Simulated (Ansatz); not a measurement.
# FGe3H7: molecular dynamics

Purpose: to follow the molecule's vibrations and see whether its bonds hold. The start is relaxed first. Runs: 300 steps of 0.25 fs at constant energy, with velocities drawn for 300 K. SMILES of the start: [F][GeH]([GeH3])[GeH3].

Program: Ansatz 0.2.0. Level of theory: RHF/def2-SVP. These are calculated values, not measurements.

## (1) The system as given

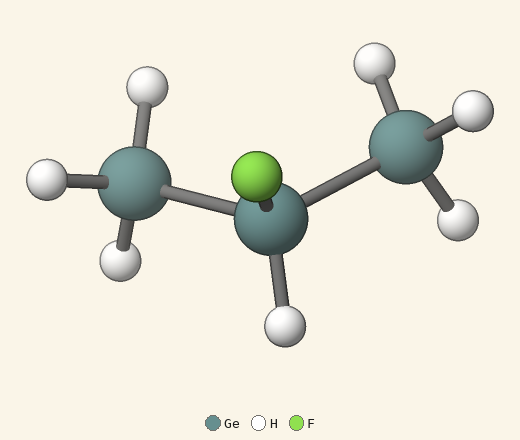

The starting structure, seen from a free direction (germanium teal, hydrogen white, fluorine green).

As a file:

```xyz
11

Ge    0.0000    0.0000    0.0000
H     0.0000    0.0000    1.5500
Ge    2.2632    0.0000   -0.7992
H     2.7487   -1.4611   -0.9782
H     2.3309    0.7367   -2.1612
H     3.1736    0.7244    0.2250
Ge   -1.1304    1.9584   -0.7992
H    -2.6003    1.6043   -1.1405
H    -1.1048    3.0541    0.2968
H    -0.4177    2.4843   -2.0712
F    -0.7913   -1.3709   -0.5594
```

## (2) Preparing the start

File input.yaml:

```yaml
crystal:
  periodic: [false, false, false]
  atoms:
    - { symbol: Ge, position_ang: [0.0, 0.0, 0.0] }
    - { symbol: H, position_ang: [0.0, 0.0, 1.55] }
    - { symbol: Ge, position_ang: [2.2632, 0.0, -0.7992] }
    - { symbol: H, position_ang: [2.7487, -1.4611, -0.9782] }
    - { symbol: H, position_ang: [2.3309, 0.7367, -2.1612] }
    - { symbol: H, position_ang: [3.1736, 0.7244, 0.225] }
    - { symbol: Ge, position_ang: [-1.1304, 1.9584, -0.7992] }
    - { symbol: H, position_ang: [-2.6003, 1.6043, -1.1405] }
    - { symbol: H, position_ang: [-1.1048, 3.0541, 0.2968] }
    - { symbol: H, position_ang: [-0.4177, 2.4843, -2.0712] }
    - { symbol: F, position_ang: [-0.7913, -1.3709, -0.5594] }
basis:
  gaussian: { orbitals: def2-SVP }
hamiltonian:
  xc: hf
relax:
  f_tol: 0.02
  max_steps: 40
```

Started as:

```
$ ansatz run input.yaml --threads 4 --pin off --max-ram 5120MiB --backend cpu --events-out ev --progress --plain --runs-dir out
```

The log of the run (excerpt; [...] marks lines left out):

```text
Warning: RAYON_NUM_THREADS=4 ignored (pool sized by the plan → 4); use --threads N
[...]
Functional definition: HF
[...]
1545 factors; integrals over basis functions are off by at most 3.6e-4 eV
[...]
mean field -172214.62318455 eV, -6328.7706707681 hartree, gradient 1.4e-5 eV, S^2 0.000000; 0 other end points of the search recorded, 0 dependent functions left out
[...]
reference -172214.62318455 eV, -6328.7706707681 hartree; 56, 56 occupied and 89, 89 virtual orbitals, 1545 factors
relax step   1: F+E_penalty+E_count = -172214.62318455 eV  Δ(F+E_penalty+E_count) = +0.000e0 eV  max|allowed force component| = 1.750e0 eV/Å  Δτ_max = 0.0000 Å  (35 SCF iters, accepted)
[...]
relax step   4: F+E_penalty+E_count = -172214.81397719 eV  Δ(F+E_penalty+E_count) = -2.052e-2 eV  max|allowed force component| = 4.222e-2 eV/Å  Δτ_max = 0.1438 Å  (31 SCF iters, accepted)
[...]
relax step   7: F+E_penalty+E_count = -172214.83499228 eV  Δ(F+E_penalty+E_count) = -8.380e-3 eV  max|allowed force component| = 2.153e-2 eV/Å  Δτ_max = 0.0924 Å  (31 SCF iters, accepted)
[...]
relax step  10: F+E_penalty+E_count = -172214.84130859 eV  Δ(F+E_penalty+E_count) = -1.751e-3 eV  max|allowed force component| = 5.552e-3 eV/Å  Δτ_max = 0.0392 Å  (32 SCF iters, accepted)
[...]
relax step  13: F+E_penalty+E_count = -172214.84219490 eV  Δ(F+E_penalty+E_count) = -4.373e-5 eV  max|allowed force component| = 2.134e-2 eV/Å  Δτ_max = 0.0214 Å  (33 SCF iters, accepted)
[...]
relax step  14: F+E_penalty+E_count = -172214.84226009 eV  Δ(F+E_penalty+E_count) = -6.519e-5 eV  max|allowed force component| = 1.107e-2 eV/Å  Δτ_max = 0.0111 Å  (34 SCF iters, accepted)
1545 factors; integrals over basis functions are off by at most 3.6e-4 eV
mean field -172214.84226009 eV, -6328.7787216458 hartree, gradient 4.2e-5 eV, S^2 0.000000; 1 other end points of the search recorded, 0 dependent functions left out
[...]
reference -172214.84226009 eV, -6328.7787216458 hartree; 56, 56 occupied and 89, 89 virtual orbitals, 1545 factors
Total energy: -172214.84226009 eV, -6328.7787216458 hartree
Atom 0 at    -0.002445    -0.005815    -0.159814 Å, force    -0.007708    -0.008705    -0.011073 eV/Å
Atom 1 at    -0.253718    -0.427640     1.294829 Å, force     0.001877    -0.000537     0.000951 eV/Å
Atom 2 at     2.393989    -0.026566    -0.712243 Å, force    -0.003419     0.000567     0.008182 eV/Å
Atom 3 at     3.000389    -1.394553    -0.383191 Å, force     0.002075    -0.003168    -0.000315 eV/Å
Atom 4 at     2.582050     0.275609    -2.202859 Å, force    -0.000044     0.001786    -0.005984 eV/Å
Atom 5 at     3.107908     1.055649     0.111080 Å, force     0.001274    -0.000063     0.000825 eV/Å
Atom 6 at    -1.222476     2.052694    -0.727615 Å, force    -0.000136     0.003264     0.004187 eV/Å
Atom 7 at    -2.721311     1.866395    -0.468377 Å, force     0.004203     0.001388    -0.000558 eV/Å
Atom 8 at    -0.695665     3.203330     0.143290 Å, force    -0.003118    -0.003979    -0.004763 eV/Å
Atom 9 at    -0.993713     2.399454    -2.203298 Å, force    -0.001196    -0.000106     0.000779 eV/Å
Atom 10 at    -0.723108    -1.268358    -1.128900 Å, force     0.006193     0.009554     0.007769 eV/Å
Dipole moment:     0.212192     0.369647     0.219293 e Å
```

Run time: 63 s. Hardware: 4 threads of Arm Neoverse N1, shared host; peak memory 0.45 GiB.

Step by step:

```csv
step,energy from step 1 (eV),largest force component (eV/Å)
1,0.0000,1.7502
2,-0.1084,0.9453
3,-0.1703,0.2746
4,-0.1908,0.0422
5,-0.1992,0.3350
6,-0.2034,0.2441
7,-0.2118,0.0215
8,-0.2147,0.1457
9,-0.2164,0.0810
10,-0.2181,0.0056
11,-0.2188,0.0242
12,-0.2190,0.0206
13,-0.2190,0.0213
14,-0.2191,0.0111
```

Step 1 is the start.

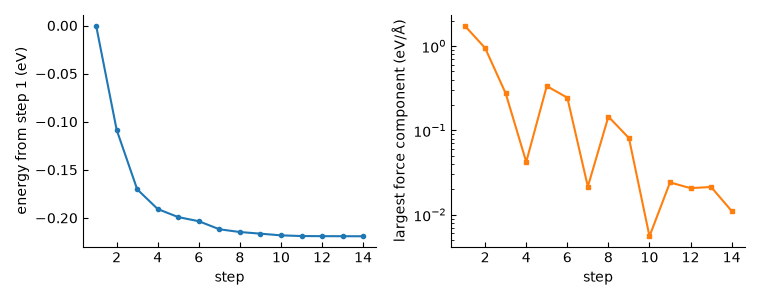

Energy and largest force along the relaxation.

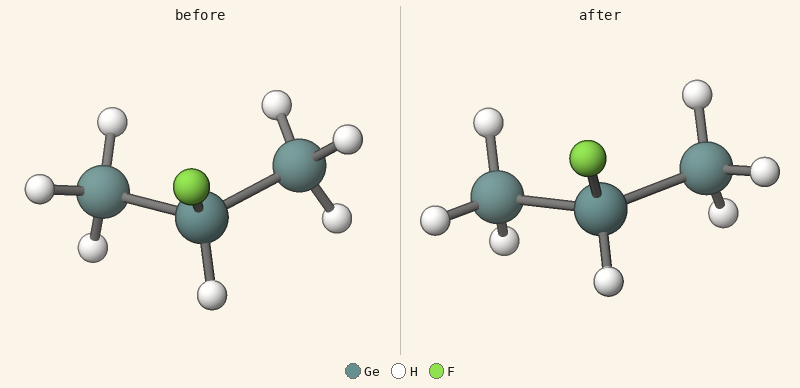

The structure before (left) and after (right), drawn at the same scale.

After: Bond lengths: Ge1–H2 1.535 Å, Ge1–Ge3 2.459 Å, Ge3–H4 1.532 Å, Ge3–H5 1.533 Å, Ge3–H6 1.536 Å, Ge1–Ge7 2.459 Å, Ge7–H8 1.532 Å, Ge7–H9 1.536 Å, Ge7–H10 1.533 Å, Ge1–F11 1.747 Å. Angles (14 of 18 angles, heavy atoms first): Ge3–Ge1–Ge7 116.0°, Ge3–Ge1–F11 105.7°, Ge7–Ge1–F11 105.8°, H2–Ge1–Ge3 111.7°, H2–Ge1–Ge7 111.6°, H2–Ge1–F11 105.0°, Ge1–Ge3–H4 110.2°, Ge1–Ge3–H5 109.7°, Ge1–Ge3–H6 109.1°, Ge1–Ge7–H8 110.1°, Ge1–Ge7–H9 109.0°, Ge1–Ge7–H10 109.7°, H4–Ge3–H5 109.7°, H4–Ge3–H6 109.3°.

## (3) The run

300 steps of 0.25 fs at constant energy, with velocities drawn for 300 K, from the relaxed start.

File input.yaml:

```yaml
crystal:
  periodic: [false, false, false]
  atoms:
    - { symbol: Ge, position_ang: [-0.002445, -0.005815, -0.159814] }
    - { symbol: H, position_ang: [-0.253718, -0.42764, 1.294829] }
    - { symbol: Ge, position_ang: [2.393989, -0.026566, -0.712243] }
    - { symbol: H, position_ang: [3.000389, -1.394553, -0.383191] }
    - { symbol: H, position_ang: [2.58205, 0.275609, -2.202859] }
    - { symbol: H, position_ang: [3.107908, 1.055649, 0.11108] }
    - { symbol: Ge, position_ang: [-1.222476, 2.052694, -0.727615] }
    - { symbol: H, position_ang: [-2.721311, 1.866395, -0.468377] }
    - { symbol: H, position_ang: [-0.695665, 3.20333, 0.14329] }
    - { symbol: H, position_ang: [-0.993713, 2.399454, -2.203298] }
    - { symbol: F, position_ang: [-0.723108, -1.268358, -1.1289] }
basis:
  gaussian: { orbitals: def2-SVP }
hamiltonian:
  xc: hf
md:
  timestep: 0.25
  n_steps: 300
  ensemble: nve
  temperature: 300.0
  initial_velocities: maxwell_boltzmann
  seed: 981948
```

Started as:

```
$ ansatz run input.yaml --threads 4 --pin off --max-ram 5120MiB --backend cpu --events-out ev --progress --plain --runs-dir out
```

The log of the run (excerpt; [...] marks lines left out):

```text
Warning: RAYON_NUM_THREADS=4 ignored (pool sized by the plan → 4); use --threads N
[...]
Functional definition: HF
[...]
1542 factors; integrals over basis functions are off by at most 3.5e-4 eV
[...]
mean field -172214.84225640 eV, -6328.7787215101 hartree, gradient 1.5e-5 eV, S^2 0.000000; 0 other end points of the search recorded, 0 dependent functions left out
[...]
reference -172214.84225640 eV, -6328.7787215101 hartree; 56, 56 occupied and 89, 89 virtual orbitals, 1542 factors
md step     0: t =     0.00 fs  T =   300.0 K  F+E_penalty+E_count = -172214.84225640 eV  E_kin = 0.349002 eV  conserved = -172214.49325440 eV  (34 SCF iters)
[...]
md step    20: t =     5.00 fs  T =   205.2 K  F+E_penalty+E_count = -172214.73181303 eV  E_kin = 0.238726 eV  conserved = -172214.49308697 eV  (55 SCF iters)
[...]
md step    40: t =    10.00 fs  T =   132.6 K  F+E_penalty+E_count = -172214.64729221 eV  E_kin = 0.154259 eV  conserved = -172214.49303345 eV  (34 SCF iters)
[...]
md step    60: t =    15.00 fs  T =   193.3 K  F+E_penalty+E_count = -172214.71806918 eV  E_kin = 0.224834 eV  conserved = -172214.49323495 eV  (33 SCF iters)
[...]
md step    79: t =    19.75 fs  T =   139.3 K  F+E_penalty+E_count = -172214.65507948 eV  E_kin = 0.162002 eV  conserved = -172214.49307727 eV  (34 SCF iters)
md step    80: t =    20.00 fs  T =   144.7 K  F+E_penalty+E_count = -172214.66146522 eV  E_kin = 0.168364 eV  conserved = -172214.49310136 eV  (33 SCF iters)
```

## (4) More of the same log: dynamics from the start

The log, continued (excerpt; [...] marks lines left out):

```text
md step    81: t =    20.25 fs  T =   150.4 K  F+E_penalty+E_count = -172214.66814869 eV  E_kin = 0.175023 eV  conserved = -172214.49312572 eV  (34 SCF iters)
[...]
md step   106: t =    26.50 fs  T =    88.3 K  F+E_penalty+E_count = -172214.59575637 eV  E_kin = 0.102750 eV  conserved = -172214.49300670 eV  (26 SCF iters)
[...]
md step   131: t =    32.75 fs  T =   133.1 K  F+E_penalty+E_count = -172214.64789605 eV  E_kin = 0.154876 eV  conserved = -172214.49301987 eV  (34 SCF iters)
[...]
md step   156: t =    39.00 fs  T =   174.8 K  F+E_penalty+E_count = -172214.69645137 eV  E_kin = 0.203342 eV  conserved = -172214.49310902 eV  (35 SCF iters)
[...]
md step   181: t =    45.25 fs  T =   206.4 K  F+E_penalty+E_count = -172214.73328772 eV  E_kin = 0.240072 eV  conserved = -172214.49321595 eV  (33 SCF iters)
md step   182: t =    45.50 fs  T =   203.0 K  F+E_penalty+E_count = -172214.72933051 eV  E_kin = 0.236127 eV  conserved = -172214.49320364 eV  (33 SCF iters)
md step   183: t =    45.75 fs  T =   198.4 K  F+E_penalty+E_count = -172214.72400581 eV  E_kin = 0.230819 eV  conserved = -172214.49318729 eV  (33 SCF iters)
```

## (5) The output, continued: dynamics from the start

Output, continued (excerpt; [...] marks lines left out):

```text
md step   184: t =    46.00 fs  T =   192.9 K  F+E_penalty+E_count = -172214.71758383 eV  E_kin = 0.224417 eV  conserved = -172214.49316673 eV  (33 SCF iters)
[...]
md step   204: t =    51.00 fs  T =   207.5 K  F+E_penalty+E_count = -172214.73458732 eV  E_kin = 0.241385 eV  conserved = -172214.49320235 eV  (24 SCF iters)
[...]
md step   224: t =    56.00 fs  T =   125.0 K  F+E_penalty+E_count = -172214.63840332 eV  E_kin = 0.145391 eV  conserved = -172214.49301271 eV  (24 SCF iters)
[...]
md step   244: t =    61.00 fs  T =   162.1 K  F+E_penalty+E_count = -172214.68176077 eV  E_kin = 0.188602 eV  conserved = -172214.49315840 eV  (24 SCF iters)
[...]
md step   298: t =    74.50 fs  T =   170.1 K  F+E_penalty+E_count = -172214.69113589 eV  E_kin = 0.197910 eV  conserved = -172214.49322628 eV  (34 SCF iters)
[...]
Atom 1 at    -0.211479    -0.522037     1.319912 Å, force    -0.131683    -0.069434     0.011045 eV/Å
Atom 2 at     2.309211     0.085264    -0.713926 Å, force     0.339218    -0.031114    -0.480459 eV/Å
Atom 3 at     3.230064    -0.980542    -0.149265 Å, force     0.143585    -0.109239     0.267567 eV/Å
Atom 4 at     2.437484     0.035169    -2.231273 Å, force     0.011602     0.041603    -0.227293 eV/Å
Atom 5 at     2.695272     1.494748    -0.258538 Å, force     0.135090     0.024478     0.145733 eV/Å
Atom 6 at    -1.102992     2.095558    -0.740089 Å, force    -0.001458    -0.862261    -0.017231 eV/Å
Atom 7 at    -2.637093     2.087509    -0.648374 Å, force     0.109668    -0.011761     0.245943 eV/Å
Atom 8 at    -0.463395     3.143943     0.172993 Å, force    -0.066766     0.101675     0.032133 eV/Å
Atom 9 at    -0.791547     2.402016    -2.205029 Å, force     0.203707     0.063515    -0.074846 eV/Å
Atom 10 at    -0.816118    -1.400514    -1.102919 Å, force     0.514909     0.643313     0.518255 eV/Å
Dipole moment:     0.259674     0.358432     0.274945 e Å
```

Wall time 23 min (4 threads of Arm Neoverse N1, shared host); peak memory 0.47 GiB.

## (6) The trajectory

The trajectory, every 12 steps (energies from step 0):

```csv
time (fs),T (K),potential energy change (meV/atom),total energy change (meV/atom)
0.0,300,0.0,0.00
3.0,215,9.0,0.02
6.0,218,8.7,0.01
9.0,166,14.2,0.01
12.0,124,18.6,0.02
15.0,193,11.3,0.00
18.0,131,17.9,0.02
21.0,166,14.2,0.01
24.0,127,18.3,0.01
27.0,97,21.5,0.02
30.0,172,13.6,0.00
33.0,132,17.8,0.02
36.0,201,10.5,0.00
39.0,175,13.3,0.01
42.0,152,15.7,0.02
45.0,208,9.7,0.00
48.0,153,15.6,0.02
51.0,207,9.8,0.00
54.0,166,14.1,0.01
57.0,134,17.6,0.02
60.0,180,12.7,0.00
63.0,124,18.6,0.02
66.0,197,10.9,0.00
69.0,170,13.7,0.01
72.0,140,16.9,0.02
75.0,164,14.4,0.00
```

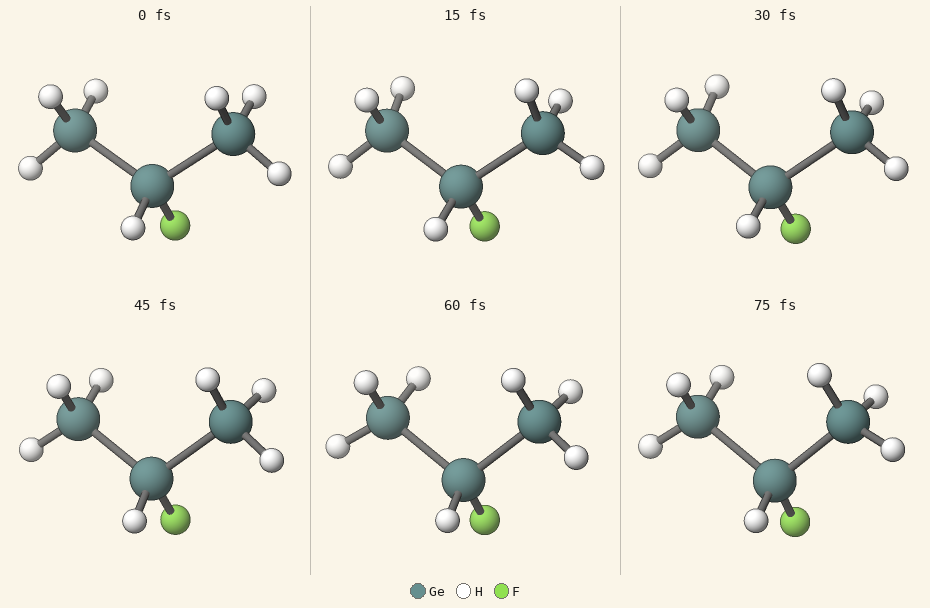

Six frames of the run, seen from a chosen angle. Sticks join atoms within a bonding distance in each frame.

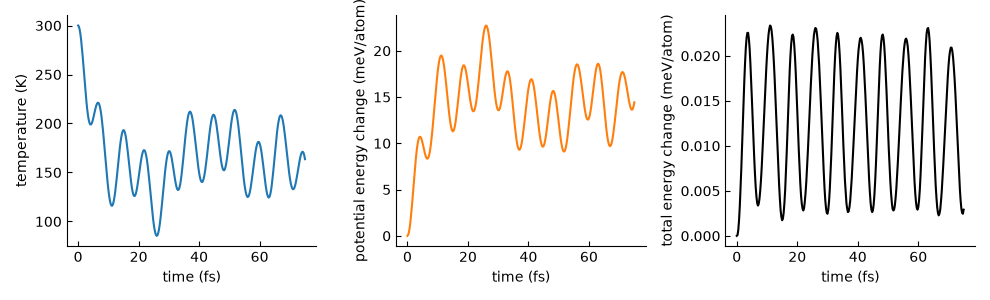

Traces against time; each panel has its own scale.

## (7) Snapshots as a file

Positions (Å) and forces (eV/Å):

```xyz
11
time_fs=9.5 T=148 dE=0.1770
Ge   -0.035   -0.006   -0.169    0.593    0.110    0.968
H    -0.441   -0.409    1.278    0.328    0.162   -0.227
Ge    2.397   -0.010   -0.711    0.052   -0.489   -0.796
H     3.120   -1.383   -0.477   -0.346    0.591    0.176
H     2.488    0.233   -2.256   -0.109   -0.018    0.489
H     3.113    1.162   -0.040    0.058   -0.045    0.197
Ge   -1.193    2.034   -0.723   -0.051    0.454   -1.358
H    -2.686    1.894   -0.514   -0.320   -0.046    0.277
H    -0.585    3.078    0.192    0.028    0.417    0.200
H    -1.049    2.485   -2.238    0.163   -0.272    0.840
F    -0.721   -1.264   -1.099   -0.396   -0.864   -0.766
11
time_fs=18.8 T=126 dE=0.2026
Ge   -0.059   -0.005   -0.170    1.146   -0.274    0.258
H    -0.431   -0.332    1.261    0.027   -0.163    0.420
Ge    2.398    0.005   -0.715   -0.852    0.774    0.336
H     3.132   -1.251   -0.387    0.281   -0.703    0.214
H     2.353    0.221   -2.204    0.180    0.048   -0.610
H     3.126    1.204   -0.070   -0.157   -0.116    0.001
Ge   -1.167    2.022   -0.724   -0.780    0.893    1.446
H    -2.691    1.911   -0.395    0.489    0.035   -0.180
H    -0.544    3.088    0.256   -0.265   -0.364   -0.375
H    -0.954    2.495   -2.104    0.124    0.309   -1.133
F    -0.734   -1.293   -1.100   -0.193   -0.440   -0.377
11
time_fs=28.0 T=127 dE=0.2016
Ge   -0.071   -0.008   -0.165    1.003   -1.375    0.145
H    -0.341   -0.320    1.331   -0.029   -0.096   -0.330
Ge    2.392    0.022   -0.719   -0.663   -0.405   -0.143
H     3.135   -1.257   -0.240   -0.242    0.279   -0.288
H     2.361    0.192   -2.265    0.311   -0.120    0.381
H     3.071    1.219   -0.060    0.018    0.187    0.008
Ge   -1.146    2.020   -0.722   -0.176    0.932   -0.873
H    -2.612    1.930   -0.364   -0.484   -0.018   -0.221
H    -0.571    3.052    0.222    0.305    0.351    0.291
H    -0.851    2.513   -2.182   -0.295   -0.308    0.562
F    -0.755   -1.338   -1.115    0.252    0.573    0.469
11
time_fs=37.5 T=209 dE=0.1058
Ge   -0.072   -0.026   -0.161    0.721   -1.400   -0.434
H    -0.286   -0.417    1.310   -0.043   -0.009   -0.086
Ge    2.377    0.040   -0.722   -0.261   -0.396   -0.014
H     3.067   -1.248   -0.202   -0.084    0.312   -0.015
H     2.598    0.102   -2.249   -0.110    0.064    0.193
H     2.985    1.295   -0.072    0.013   -0.101   -0.003
Ge   -1.129    2.029   -0.721   -0.600    0.799   -0.479
H    -2.650    1.958   -0.517    0.065    0.059    0.083
H    -0.505    3.080    0.221   -0.101   -0.030   -0.135
H    -0.880    2.420   -2.202    0.068   -0.081    0.356
F    -0.766   -1.362   -1.112    0.332    0.785    0.533
11
time_fs=47.0 T=168 dE=0.1542
Ge   -0.064   -0.060   -0.161    0.550   -0.126   -0.330
H    -0.269   -0.529    1.264    0.019    0.022    0.391
Ge    2.358    0.054   -0.726   -0.344    0.353    0.471
H     3.015   -1.155   -0.129    0.372   -0.520    0.401
H     2.753    0.067   -2.178   -0.183    0.098   -0.600
H     2.915    1.335   -0.072   -0.027   -0.094    0.011
Ge   -1.120    2.046   -0.724   -0.777    0.263    0.752
H    -2.672    2.030   -0.620    0.399    0.031    0.234
H    -0.476    3.143    0.174   -0.260   -0.252   -0.216
H    -0.831    2.326   -2.155    0.351    0.253   -0.898
F    -0.764   -1.354   -1.088   -0.100   -0.027   -0.214
11
time_fs=56.2 T=125 dE=0.2036
Ge   -0.050   -0.095   -0.162    0.407    0.911    0.954
H    -0.219   -0.563    1.314    0.057    0.207   -0.359
Ge    2.339    0.066   -0.726    0.549   -0.722    0.272
H     3.061   -1.109    0.043   -0.232    0.432   -0.562
H     2.708    0.088   -2.241   -0.228   -0.076    0.520
H     2.849    1.344   -0.058    0.024    0.218   -0.046
Ge   -1.117    2.065   -0.728    0.666   -0.423   -1.254
H    -2.609    2.113   -0.563   -0.581   -0.078   -0.096
H    -0.532    3.176    0.096    0.351    0.403    0.422
H    -0.647    2.306   -2.236   -0.488   -0.082    0.865
F    -0.766   -1.347   -1.073   -0.525   -0.790   -0.716
11
time_fs=65.5 T=184 dE=0.1356
Ge   -0.032   -0.120   -0.157   -0.230    1.027    0.069
H    -0.158   -0.512    1.308   -0.174   -0.141    0.210
Ge    2.323    0.075   -0.721    0.116    0.331    0.328
H     3.109   -1.010   -0.008    0.225   -0.262   -0.027
H     2.547    0.071   -2.221    0.111   -0.021   -0.225
H     2.768    1.431   -0.113   -0.040   -0.162   -0.182
Ge   -1.111    2.082   -0.735   -0.024   -0.112    0.897
H    -2.653    2.139   -0.573    0.366   -0.100   -0.121
H    -0.496    3.233    0.134   -0.166   -0.491   -0.218
H    -0.671    2.317   -2.157   -0.039    0.172   -0.573
F    -0.788   -1.369   -1.084   -0.144   -0.241   -0.157
11
time_fs=75.0 T=164 dE=0.1588
Ge   -0.016   -0.135   -0.148   -1.258    0.209   -0.421
H    -0.211   -0.522    1.320   -0.132   -0.069    0.011
Ge    2.309    0.085   -0.714    0.339   -0.031   -0.480
H     3.230   -0.981   -0.149    0.144   -0.109    0.268
H     2.438    0.035   -2.231    0.012    0.042   -0.227
H     2.695    1.495   -0.259    0.135    0.025    0.146
Ge   -1.103    2.096   -0.740   -0.002   -0.862   -0.017
H    -2.637    2.087   -0.648    0.110   -0.012    0.246
H    -0.463    3.144    0.173   -0.067    0.102    0.032
H    -0.791    2.402   -2.205    0.204    0.064   -0.075
F    -0.816   -1.401   -1.103    0.515    0.643    0.518
```

## (8) Results

| quantity | value |
| --- | --- |
| relaxation of the start | 13 moves, 0.219 eV lower |
| length | 300 steps of 0.25 fs |
| temperature, first and last step | 300 and 164 K |
| temperature, second half | mean 168 K, from 124 to 214 K |
| potential energy, second half | +14 meV/atom from the start |
| largest change of the total energy | 0.02 meV/atom |
| bonds formed or broken | 0 |

The temperature starts at 300 K and averages 168 K in the second half, where it ranges from 124 to 214 K. About half is expected from a start at a minimum: kinetic energy passes into potential energy until both shares match. The total energy strays from its start by at most 0.02 meV/atom, 0.1 % of the mean kinetic energy, so a step of 0.25 fs is short enough over this time. No bond forms or breaks. Averages from a run of 75 fs with 11 atoms are rough. The nuclei move classically, without zero-point motion, which matters most for hydrogen.
